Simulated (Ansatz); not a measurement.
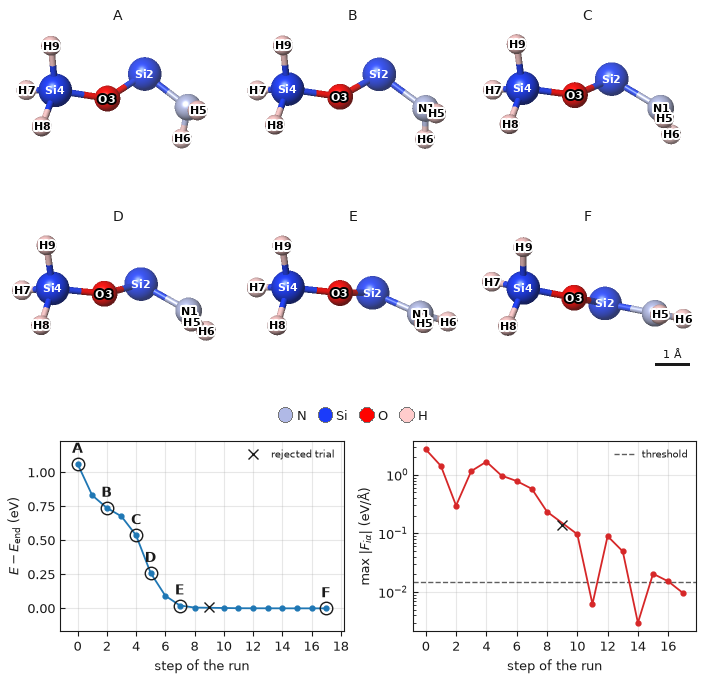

Frames of a relaxation of Si2NH5O, marked on the history of the run. A ball-and-stick model, seen at a tilt.

The run prepares an end point of a later path (inversion) calculation, from a guessed geometry.

Method: Ansatz, RKS B3LYP-D4/def2-SVP.

Input
```yaml
crystal:
  periodic: [false, false, false]
  atoms:
    - { symbol: "N", position_ang: [-0.8457, 2.157, -0.8335] }
    - { symbol: Si, position_ang: [-0.9433, 1.1436, 0.4827] }
    - { symbol: O, position_ang: [0.0051, -0.0993, 0.004] }
    - { symbol: Si, position_ang: [0.6659, -1.5335, 0.6152] }
    - { symbol: H, position_ang: [0.0751, 2.4503, -1.0536] }
    - { symbol: H, position_ang: [-1.1976, 1.7179, -1.6806] }
    - { symbol: H, position_ang: [-0.5356, -2.4273, 0.9145] }
    - { symbol: H, position_ang: [1.519, -2.1745, -0.3827] }
    - { symbol: H, position_ang: [1.3456, -1.2804, 1.9169] }
basis:
  gaussian: { orbitals: def2-SVP }
hamiltonian:
  xc: b3lyp
  dispersion: d4
relax:
  f_tol: 0.015
  max_steps: 40
```

Command:
```bash
ansatz run input.yaml --threads 1 --pin off --max-ram 2048MiB --backend cpu --events-out ev --progress --plain --runs-dir out
```

> Describe the path.

The atom that moves furthest after the best rigid fit is H6 (1.15 Å). Largest moves by element: H 1.15 Å, Si 1.02 Å, N 0.20 Å, O 0.11 Å. Some distances before and after: N1–Si2 1.664 → 1.721 Å, Si2–O3 1.635 → 1.689 Å, Si4–H7 1.527 → 1.494 Å, O3–Si4 1.693 → 1.662 Å. Among the angles between lasting bonds that change: Si2–N1–H6 112.1° → 122.6°, Si2–N1–H5 114.2° → 124.6°, H5–N1–H6 105.3° → 112.8°. Groups turn about O3–Si4 by about 65°. The energy falls by 1.063 eV in 16 accepted moves (17 points after the start). The largest force component goes from 2.7 to 0.0095 eV/Å. The line search rejected the trial step at point 9 of the run. The forces were under the threshold at step 11, but the run went on from there. From step 0 to 2: H6 moves most (0.28 Å), energy −0.324 eV. From step 2 to 4: H6 moves most (0.39 Å), energy −0.202 eV. From step 4 to 5: H6 moves most (0.20 Å), energy −0.278 eV. From step 5 to 7: H6 moves most (0.36 Å), energy −0.239 eV. From step 7 to 17: Si2 moves most (0.32 Å), energy −0.021 eV.
